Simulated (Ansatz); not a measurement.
C$_{3}$H$_{9}$NOSn (SMILES CC(C)[O][Sn][NH2])

The calculation's input:

```
crystal:
  periodic: [false, false, false]
  atoms:
    - {symbol: C, position_ang: [-0.892785, -1.659653, -0.164644]}
    - {symbol: C, position_ang: [0.332662, -0.770095, -0.060732]}
    - {symbol: C, position_ang: [1.090504, -0.699726, -1.373916]}
    - {symbol: O, position_ang: [-0.065431, 0.526764, 0.315245]}
    - {symbol: Sn, position_ang: [0.523450, 1.406699, 1.996344]}
    - {symbol: N, position_ang: [-0.541661, 3.040425, 1.536053]}
    - {symbol: H, position_ang: [-1.585830, -1.250677, -0.904410]}
    - {symbol: H, position_ang: [-1.412603, -1.710519, 0.794722]}
    - {symbol: H, position_ang: [-0.621043, -2.675057, -0.465208]}
    - {symbol: H, position_ang: [1.006831, -1.207011, 0.698186]}
    - {symbol: H, position_ang: [1.976836, -0.069493, -1.272162]}
    - {symbol: H, position_ang: [1.407976, -1.693104, -1.701985]}
    - {symbol: H, position_ang: [0.452124, -0.264590, -2.147188]}
    - {symbol: H, position_ang: [-0.609416, 3.876810, 2.092543]}
    - {symbol: H, position_ang: [-1.083414, 3.098526, 0.686451]}
basis:
  gaussian: {orbitals: def2-TZVPP}
hamiltonian: {xc: pbe0, dispersion: d4}
output: {orbitals: {seedname: orbitals}}
```

Launched as:

```sh
ansatz run in.yaml --threads 4 --pin off --events-out ev --progress --plain --max-ram 11315MiB
```

Geometry: PBE0-D4/def2-TZVP; core potentials replace the inner electrons of Sn.

These are results of RKS PBE0-D4/def2-TZVPP in Ansatz 0.2.0, not measurements.

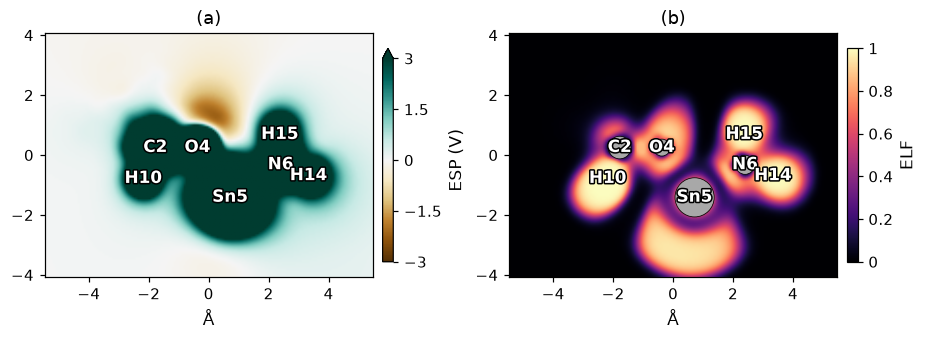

Figure 1. (a) molecular electrostatic potential; (b) ELF on the plane of atoms H14, N6 and H15. Grey discs cover the atomic cores in the ELF map.

Question: Interpret the plot.

Answer:
- The section cuts through C, O, Sn, N and H sites.
- C–O (1.41 Å): the ELF peaks at about 0.85 between the atoms (a polar covalent bond).
- Sn–O (1.99 Å): the ELF peaks at about 0.85 in the valence shell of O, 0.6 Å from its nucleus, and drops to about 0.15 between the two atoms.
- Sn–N (2.00 Å): the ELF peaks at about 0.85 in the valence shell of N, 0.6 Å from its nucleus, and drops to about 0.15 between the two atoms.
- N–H (1.01 Å): the ELF climbs to about 1 towards the hydrogen, as it does in any bond to H (a covalent bond by its length).
- C–H (1.11 Å): the ELF climbs to about 1 towards the hydrogen (a covalent bond by its length).
- The ELF also peaks beside O4, away from the bonds: lone-pair regions.
- Outside the dense part of the molecule the potential is most negative (−2.2 V) near O4.

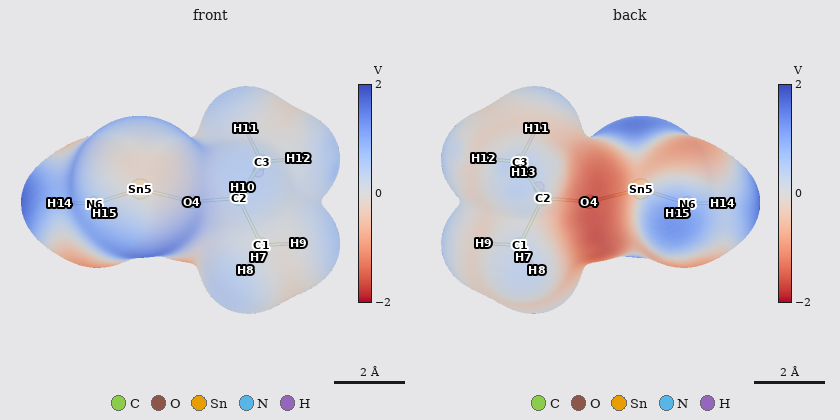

Figure 2. The molecular electrostatic potential painted on the density surface at 0.002 e/bohr³, seen from the front and from behind; the colour scale runs from red (negative) to blue (positive).

Question: Describe the electrostatic potential map.

Answer: The most negative region (about −1.6 V) lies over O4, the most positive (about +1.5 V) over Sn5 and H14. O4 is the likeliest acceptor of a hydrogen bond.

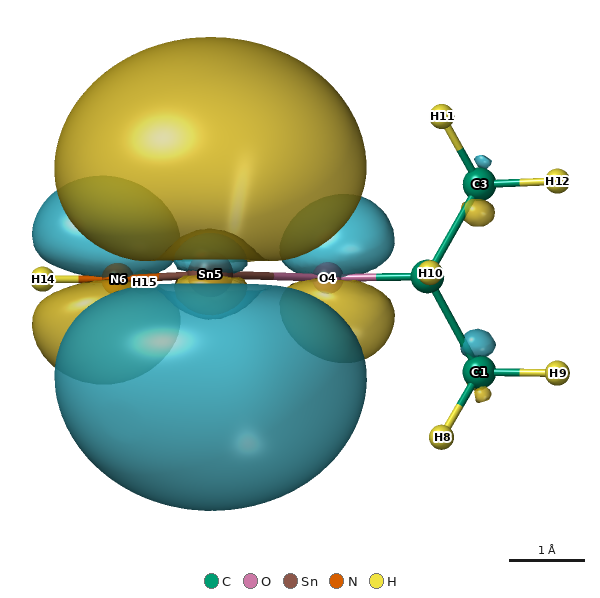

Figure 3. One frontier orbital at ±0.05 Å⁻³ᐟ² (yellow and cyan are the two phases), seen across its widest extent.

Question: Which orbital is it: HOMO or LUMO?

Answer: The LUMO, at −1.53 eV. Its weight (Hirshfeld) is mainly on Sn5 (about 80 %) and N6 (about 10 %).

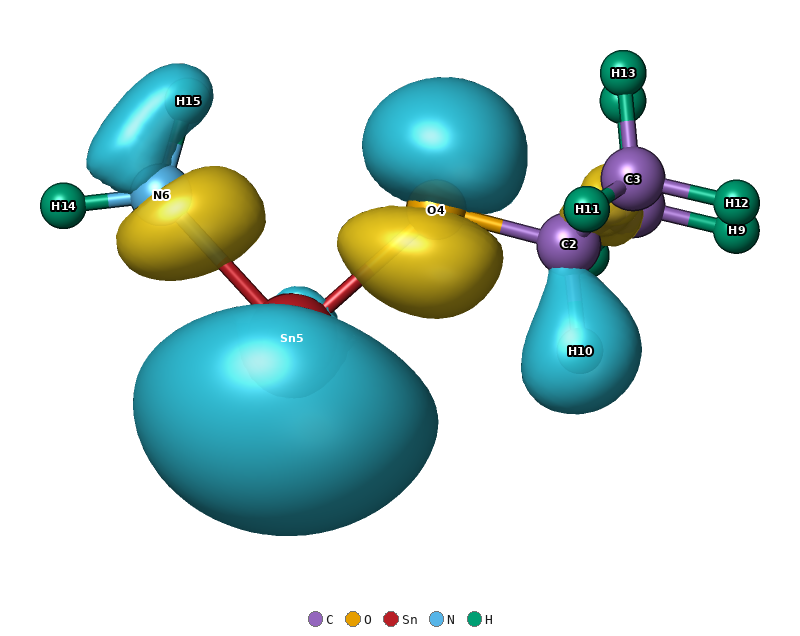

Figure 4. The HOMO at ±0.1 Å⁻³ᐟ² (yellow and cyan are the two phases), seen from one side.

Question: Where does this orbital lie, and at what energy?

Answer: By Hirshfeld shares it lies mainly on Sn5 (about 50 %), O4 (about 30 %) and N6 (about 5 %). Its energy is −6.90 eV.
